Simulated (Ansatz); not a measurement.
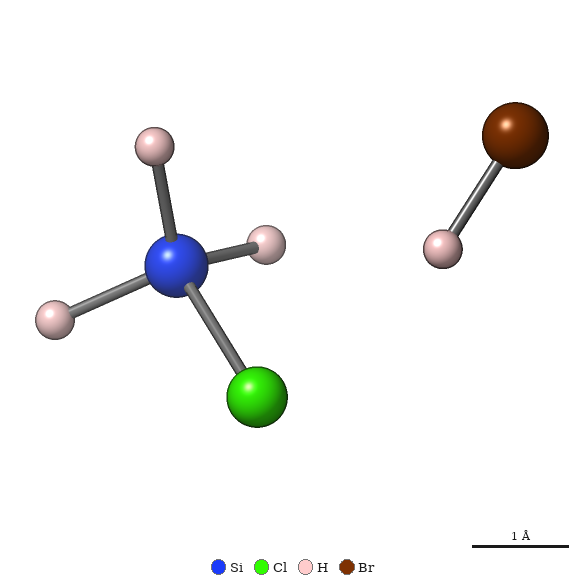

Simulated data, not a measurement (program: Ansatz).

A ball-and-stick model of a molecule.

Give the formula.

Answer. BrClH₄Si, 7 atoms: 1 bromine, 1 chlorine, 4 hydrogen and 1 silicon. Judged by distances it falls into 2 fragments: ClH3Si, HBr.

How many sets of symmetry-equivalent atoms are there?

Answer. 6: 1 Si, 1 Cl, 1 H, 2 H, 1 H, 1 Br.

What is the point group of this geometry?

Answer. Cs.
